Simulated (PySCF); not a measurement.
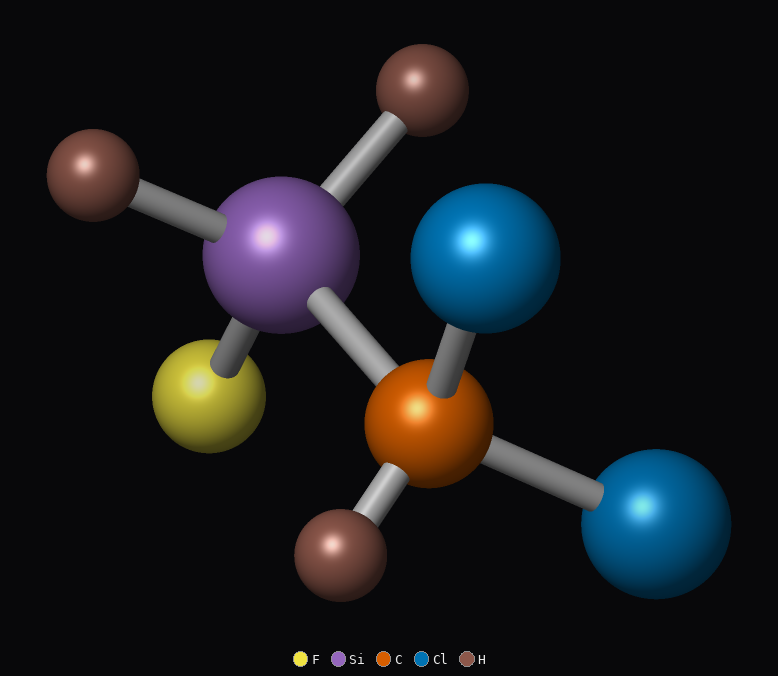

The picture shows a molecular structure as a ball-and-stick model.

Identify the structure.

Formula CH3Cl2FSi. SMILES: `F[SiH2]C(Cl)Cl`. It has no ring. Among its groups: C–Cl bond, Si–H bond. This geometry has C1 symmetry. Coordination: 1 Si tetrahedral; 1 C tetrahedral.

The parts below concern this one geometry. Atoms keep their numbers from picture to picture. The geometry was computed by an optimisation with PBE0-D3(BJ)/def2-SVP. No frequency run is at hand to confirm it as a minimum.

**Shape**

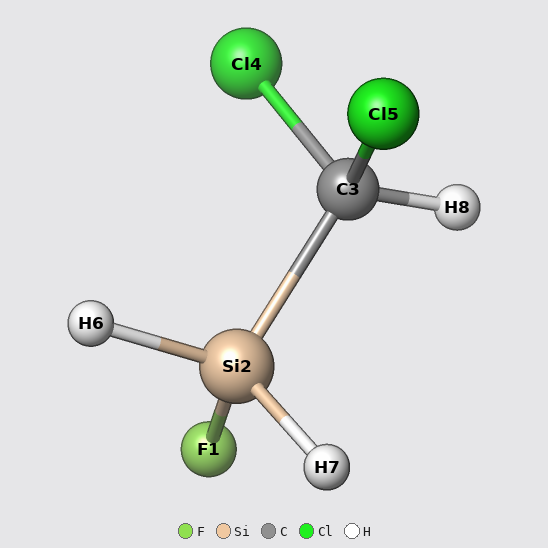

No frequency run is at hand to confirm it as a minimum.

Give these bond angles: F1–Si2–C3, F1–Si2–H6, F1–Si2–H7, C3–Si2–H6, C3–Si2–H7, H6–Si2–H7, Si2–C3–Cl4, Si2–C3–Cl5, Si2–C3–H8, Cl4–C3–Cl5, Cl4–C3–H8, Cl5–C3–H8.

```csv
angle,degrees
F1–Si2–C3,108.7
F1–Si2–H6,109.3
F1–Si2–H7,108.4
C3–Si2–H6,108.1
C3–Si2–H7,108.5
H6–Si2–H7,113.8
Si2–C3–Cl4,110.7
Si2–C3–Cl5,105.1
Si2–C3–H8,114.5
Cl4–C3–Cl5,112.3
Cl4–C3–H8,107.3
Cl5–C3–H8,107.0
```

**Bond orders**

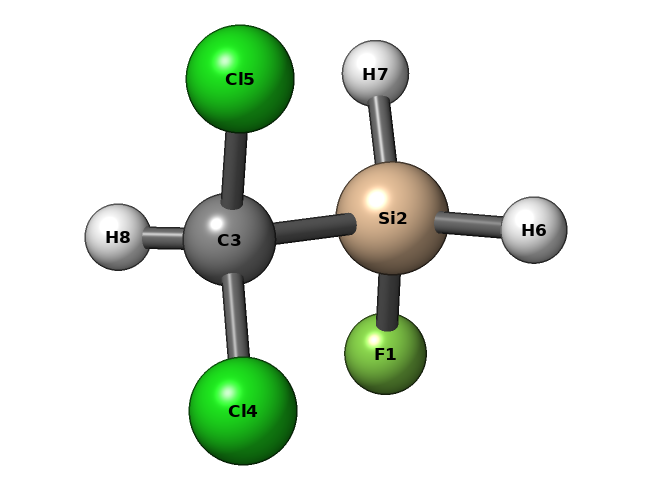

Every bond is drawn as one stick. No frequency run is at hand to confirm it as a minimum. Method: PBE0/def2-SVP (PySCF 2.14.0).

Question: Which bond has the lowest Mayer bond order?

Answer: Si2–C3, 0.81, at 1.894 Å.

List the Mayer bond orders of F1–Si2, Si2–C3, Si2–H6, Si2–H7, C3–Cl4, C3–Cl5, C3–H8.

```json
{"bond": "F1–Si2", "Mayer order": "1.05", "length (Å)": "1.623"}
{"bond": "Si2–C3", "Mayer order": "0.81", "length (Å)": "1.894"}
{"bond": "Si2–H6", "Mayer order": "0.94", "length (Å)": "1.482"}
{"bond": "Si2–H7", "Mayer order": "0.93", "length (Å)": "1.485"}
{"bond": "C3–Cl4", "Mayer order": "1.00", "length (Å)": "1.775"}
{"bond": "C3–Cl5", "Mayer order": "0.97", "length (Å)": "1.790"}
{"bond": "C3–H8", "Mayer order": "0.93", "length (Å)": "1.098"}
```

**Quadrupole coupling**

No frequency run is at hand to confirm it as a minimum. Electric field gradients from the ground-state density, PBE0/cc-pVTZ (PySCF 2.14.0), non-relativistic apart from any core potentials.

Give the largest field-gradient component, the quadrupole coupling constant and the asymmetry for 35Cl at Cl4 (Q = −81.7 mb), 35Cl at Cl5 (Q = −81.7 mb), 2H at H6 (Q = 2.86 mb), 2H at H7 (Q = 2.86 mb), 2H at H8 (Q = 2.86 mb).

| atom | V_zz (a.u.) | e²qQ/h (MHz) | η |
| --- | --- | --- | --- |
| Cl4 | 3.783 | −72.6 | 0.06 |
| Cl5 | 3.698 | −71.0 | 0.06 |
| H6 | 0.140 | 0.094 | 0.02 |
| H7 | 0.139 | 0.093 | 0.02 |
| H8 | 0.268 | 0.180 | 0.06 |

**Electronic properties**

No frequency run is at hand to confirm it as a minimum. Level of theory: PBE0/cc-pVTZ, gas phase (PySCF 2.14.0).

Question: What is the HOMO energy (Kohn–Sham orbital)?

Answer: −8.42 eV.

Question: What is the dipole moment?

Answer: 1.16 D.

Question: Give the LUMO energy (Kohn–Sham orbital) at this level.

Answer: −0.56 eV.
